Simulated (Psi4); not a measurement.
# B2H4Cl− (SMILES B[BH2-]Cl) at TPSSh/def2-SVPD

Aim: the vertical singlet–triplet gap of B2H4Cl− at TPSSh/def2-SVPD, from 2 runs. 

The calculation is run with Psi4 1.11.

1 further run of the same task is left out (set aside as unsound or not needed).

## Step 1: The structure to begin with

B2H4Cl−: 7 atoms, total charge -1, spin state singlet. As SMILES, `B[BH2-]Cl`. The shape is that of a GFN2-xTB optimisation.

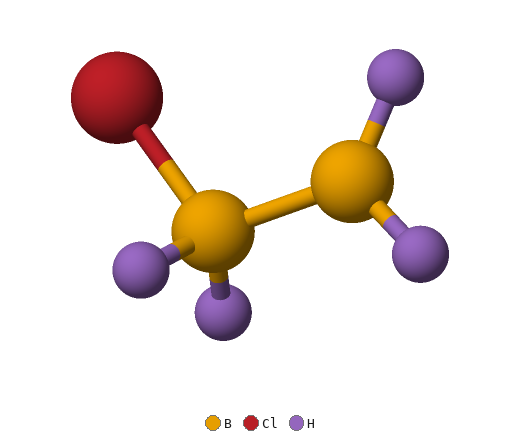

Viewed from a chosen angle; boron amber, chlorine red, hydrogen purple.

## Step 2: Energy and gradient at TPSSh/def2-SVPD

Contents of input.json:

```json
{
 "schema_name": "qcschema_input",
 "schema_version": 1,
 "molecule": {
  "schema_name": "qcschema_molecule",
  "schema_version": 2,
  "symbols": ["B", "B", "Cl", "H", "H", "H", "H"],
  "geometry": [-1.57327259, -0.19405598, -1.08664921, 1.02336229, 0.39771176, 0.60051717, 2.14744697, -2.48241983, 2.57594237, -2.72817871, -2.11475471, -1.18926134, -2.46418397, 1.42190553, -2.38090374, 0.74428753, 2.0520536, 2.16568283, 2.85055737, 0.91955963, -0.68534697],
  "molecular_charge": -1,
  "molecular_multiplicity": 1,
  "fix_symmetry": "c1",
  "fix_com": true,
  "fix_orientation": true
 },
 "driver": "gradient",
 "model": {
  "method": "tpssh",
  "basis": "def2-SVPD"
 },
 "keywords": {
  "puream": true,
  "e_convergence": 1e-09,
  "d_convergence": 1e-08,
  "scf_type": "pk",
  "dft_radial_points": 99,
  "dft_spherical_points": 590,
  "scf_properties": ["LOWDIN_CHARGES", "MULLIKEN_CHARGES", "WIBERG_LOWDIN_INDICES"]
 }
}
```

Run with:

```bash
$ psi4 --qcschema input.json -n 1 --memory 1600MB
```

stdout:

```text
[...]
  Running in c1 symmetry.
[...]
  Nuclear repulsion =   72.362751442691305
[...]
  Multiplicity = 1
[...]
  Nalpha       = 16
  Nbeta        = 16
[...]
    Number of basis functions: 99
[...]
   @RKS iter   1:  -511.95404480196538   -4.24498e-01   5.77056e-03 ADIIS/DIIS
[...]
   @RKS iter  10:  -512.21102317775069   -1.11186e-10   7.75702e-09 DIIS
[...]
    Orbital Energies [Eh]
    ---------------------
    Doubly Occupied:
       1A   -101.122004     2A     -9.144102     3A     -6.896512
       4A     -6.891534     5A     -6.891457     6A     -6.506656
       7A     -6.467720     8A     -0.558371     9A     -0.319479
      10A     -0.249063    11A     -0.160072    12A     -0.137892
      13A     -0.111244    14A     -0.109114    15A     -0.059513
      16A     -0.043109
[...]
  @RKS Final Energy:  -512.21102317775069
   => Energetics <=
    Nuclear Repulsion Energy =             72.3627514426913052
    One-Electron Energy =                -854.3450542969302433
    Two-Electron Energy =                 304.1678512341994178
    DFT Exchange-Correlation Energy =     -34.3965715577112050
    Empirical Dispersion Energy =           0.0000000000000000
    VV10 Nonlocal Energy =                  0.0000000000000000
    Total Energy =                       -512.2110231777506897
[...]
 Multipole Moments:
 ------------------------------------------------------------------------------------
     Multipole            Electronic (a.u.)      Nuclear  (a.u.)        Total (a.u.)
 ------------------------------------------------------------------------------------
 L = 1.  Multiply by 2.5417464519 to convert [e a0] to [Debye]
 Dipole X            :        -33.2307341           32.1595292           -1.0712049
 Dipole Y            :         39.7949064          -38.9040942            0.8908123
 Dipole Z            :        -40.4177341           39.2705309           -1.1472032
 Magnitude           :                                                    1.8047442
[...]
  Mulliken Charges: (a.u.)
   Center  Symbol    Alpha    Beta     Spin     Total
       1     B     2.85173  2.85173  0.00000 -0.70346
       2     B     2.58739  2.58739  0.00000 -0.17478
       3    CL     8.88707  8.88707  0.00000 -0.77414
       4     H     0.39014  0.39014  0.00000  0.21972
       5     H     0.40584  0.40584  0.00000  0.18832
       6     H     0.43888  0.43888  0.00000  0.12223
       7     H     0.43894  0.43894  0.00000  0.12211
   Total alpha = 16.00000, Total beta = 16.00000, Total charge = -1.00000
  Lowdin Charges: (a.u.)
[...]
  -Total Gradient:
     Atom            X                  Y                   Z
    ------   -----------------  -----------------  -----------------
       1       -0.009467092142    -0.005311816554    -0.004821325054
       2        0.000502295971     0.003171242541    -0.001017428841
       3       -0.004523608674     0.013035297914    -0.008501988072
       4        0.007309446678     0.013881251123    -0.000067408864
       5        0.006331110417    -0.011595849075     0.009227765323
       6        0.003459271108    -0.008484840066    -0.002195238184
       7       -0.003607181026    -0.004690337994     0.007376693938
[...]
```

The result, in JSON:

```text
{
 "driver": "gradient",
 "model": {
  "method": "tpssh",
  "basis": "def2-SVPD"
 },
 "success": true,
 "return_result": [-0.009467092142185204, -0.0053118165541728365, -0.004821325054302664, 0.0005022959712754627, 0.003171242540750671, -0.0010174288409424415, -0.004523608673821906, 0.013035297914495744, -0.008501988071652936, 0.007309446677867343, 0.013881251122816102, -6.74088637424334e-05, 0.006331110416615673, -0.011595849074640924, 0.009227765322725456, 0.003459271107584448, -0.00848484006649991, -0.0021952381835199097, -0.0036071810259208636, -0.004690337993785244, 0.007376693937769421],
 "properties": {
  "calcinfo_nbasis": 99,
  "calcinfo_nmo": 99,
  "calcinfo_nalpha": 16,
  "calcinfo_nbeta": 16,
  "calcinfo_natom": 7,
  "nuclear_repulsion_energy": 72.3627514426913,
  "return_energy": -512.2110231777507,
  "return_gradient": [-0.009467092142185204, -0.0053118165541728365, -0.004821325054302664, 0.0005022959712754627, 0.003171242540750671, -0.0010174288409424415, -0.004523608673821906, 0.013035297914495744, -0.008501988071652936, 0.007309446677867343, 0.013881251122816102, -6.74088637424334e-05, 0.006331110416615673, -0.011595849074640924, 0.009227765322725456, 0.003459271107584448, -0.00848484006649991, -0.0021952381835199097, -0.0036071810259208636, -0.004690337993785244, 0.007376693937769421],
  "scf_one_electron_energy": -854.3450542969302,
  "scf_two_electron_energy": 304.1678512341994,
  "scf_xc_energy": -34.396571557711205,
  "scf_dipole_moment": [-1.0712049223097893, 0.8908122818064967, -1.147203225441885],
  "scf_total_energy": -512.2110231777507,
  "scf_total_gradient": [-0.009467092142185204, -0.0053118165541728365, -0.004821325054302664, 0.0005022959712754627, 0.003171242540750671, -0.0010174288409424415, -0.004523608673821906, 0.013035297914495744, -0.008501988071652936, 0.007309446677867343, 0.013881251122816102, -6.74088637424334e-05, 0.006331110416615673, -0.011595849074640924, 0.009227765322725456, 0.003459271107584448, -0.00848484006649991, -0.0021952381835199097, -0.0036071810259208636, -0.004690337993785244, 0.007376693937769421],
  "scf_iterations": 10
 }
}
```

Wall time 43 s (1 thread of Intel Xeon Platinum 8488C (Sapphire Rapids), shared host); peak memory 0.78 GiB.

## Step 3: The triplet, same level

Contents of run.py:

```python
import psi4

psi4.set_memory('1600 MB')
psi4.set_num_threads(1)
psi4.set_output_file('run.log', False)

mol = psi4.geometry("""
-1 3
B     -1.57327259    -0.19405598    -1.08664921
B      1.02336229     0.39771176     0.60051717
Cl     2.14744697    -2.48241983     2.57594237
H     -2.72817871    -2.11475471    -1.18926134
H     -2.46418397     1.42190553    -2.38090374
H      0.74428753     2.05205360     2.16568283
H      2.85055737     0.91955963    -0.68534697
units au
symmetry c1
no_reorient
no_com
""")

psi4.set_options({
    'reference': 'uks',
    'puream': True,
    'e_convergence': 1e-09,
    'd_convergence': 1e-08,
    'scf_type': 'pk',
    'dft_radial_points': 99,
    'dft_spherical_points': 590,
    'maxiter': 200,
})

e_tot, wfn = psi4.gradient('tpssh/def2-SVPD', return_wfn=True)
psi4.oeprop(wfn, 'QUADRUPOLE', 'WIBERG_LOWDIN_INDICES', 'MAYER_INDICES', title='TPSSH')
print('gradient / Eh bohr^-1')
print(e_tot.np.round(6))
print(f'energy = {wfn.energy():.10f} Eh')
for k, v in sorted(psi4.core.scalar_variables().items()):
    print(f'{k:45s} {v:18.10f}')
```

Run with:

```bash
$ python run.py
```

run.log, shortened:

```text
[...]
  Running in c1 symmetry.
[...]
  Nuclear repulsion =   72.362751442691305
[...]
  Multiplicity = 3
[...]
  Nalpha       = 17
  Nbeta        = 15
[...]
    Number of basis functions: 99
[...]
   @UKS iter   1:  -511.53013746842294   -5.90921e-04   7.76686e-03 DIIS/ADIIS
[...]
   @UKS iter  15:  -512.09799557251597   -7.38964e-12   6.56150e-09 DIIS
[...]
   @S^2 Observed:                2.006617561E+00
[...]
  @UKS Final Energy:  -512.09799557251597
   => Energetics <=
    Nuclear Repulsion Energy =             72.3627514426913052
    One-Electron Energy =                -853.2717792598800770
    Two-Electron Energy =                 303.1686658841389317
    DFT Exchange-Correlation Energy =     -34.3576336394661297
    Empirical Dispersion Energy =           0.0000000000000000
    VV10 Nonlocal Energy =                  0.0000000000000000
    Total Energy =                       -512.0979955725159698
[...]
  -Total Gradient:
     Atom            X                  Y                   Z
    ------   -----------------  -----------------  -----------------
       1        0.057804031217     0.013317094132     0.037451107308
       2       -0.065703916722    -0.006949501379    -0.045893020870
       3        0.006343373258    -0.003194085226     0.005972910484
       4       -0.004884660399     0.018339729994    -0.010775647063
       5       -0.008886217863    -0.021362319865     0.001789571471
       6        0.014545867222    -0.003762028400    -0.003517069788
       7        0.000785489269     0.003616333397     0.014972873032
[...]
 Multipole Moments:
 ------------------------------------------------------------------------------------
     Multipole            Electronic (a.u.)      Nuclear  (a.u.)        Total (a.u.)
 ------------------------------------------------------------------------------------
[...]
```

On the terminal:

```text
gradient / Eh bohr^-1
[[ 0.057804  0.013317  0.037451]
 [-0.065704 -0.00695  -0.045893]
 [ 0.006343 -0.003194  0.005973]
 [-0.004885  0.01834  -0.010776]
 [-0.008886 -0.021362  0.00179 ]
 [ 0.014546 -0.003762 -0.003517]
 [ 0.000785  0.003616  0.014973]]
energy = -512.0979955725 Eh
CURRENT ENERGY                                   -512.0979955725
CURRENT REFERENCE ENERGY                         -512.0979955725
DD SOLVATION ENERGY                                 0.0000000000
DFT FUNCTIONAL TOTAL ENERGY                      -512.0979955725
DFT TOTAL ENERGY                                 -512.0979955725
DFT VV10 ENERGY                                     0.0000000000
DFT XC ENERGY                                     -34.3576336395
GRID ELECTRONS ALPHA                               16.9999999807
GRID ELECTRONS BETA                                14.9999999934
GRID ELECTRONS TOTAL                               31.9999999741
NUCLEAR REPULSION ENERGY                           72.3627514427
ONE-ELECTRON ENERGY                              -853.2717792599
PCM POLARIZATION ENERGY                             0.0000000000
PE ENERGY                                           0.0000000000
SCF ITERATION ENERGY                             -512.0979955725
SCF ITERATIONS                                     15.0000000000
SCF TOTAL ENERGY                                 -512.0979955725
TWO-ELECTRON ENERGY                               303.1686658841
XC GRID RADIAL POINTS                              99.0000000000
XC GRID SPHERICAL POINTS                          590.0000000000
XC GRID TOTAL POINTS                           391330.0000000000
```

It took 84 s on 1 thread of Intel Xeon Platinum 8488C (Sapphire Rapids), shared host; peak memory 0.78 GiB.

## Step 4: Outcome

Level: TPSSh/def2-SVPD.

| quantity | value |
| --- | --- |
| singlet: total energy | -512.21102 Eh |
| singlet: HOMO energy | -1.17 eV |
| singlet: LUMO energy | 3.02 eV |
| singlet: HOMO–LUMO gap (to an unbound level, set by the basis) | 4.20 eV |
| singlet: largest force on an atom | 0.833 eV/Å |
| triplet: total energy | -512.09800 Eh |
| triplet: HOMO energy (highest over α and β) | 1.62 eV |
| triplet: ⟨S²⟩ | 2.007 |
| triplet: largest force on an atom | 4.137 eV/Å |
| vertical energy of the triplet above the singlet | 3.076 eV |

**Reading.** At this shape the triplet lies 3.08 eV (297 kJ/mol) above the singlet. The largest force (singlet) is 0.83 eV/Å: the shape isn't a stationary point for this species at this level. Mulliken charges (singlet) run from -0.77 on Cl3 to +0.22 on H4; in a basis this large or diffuse they mean little. The HOMO (triplet) lies at positive energy, 1.62 eV; only total energies tell whether the electron is bound.
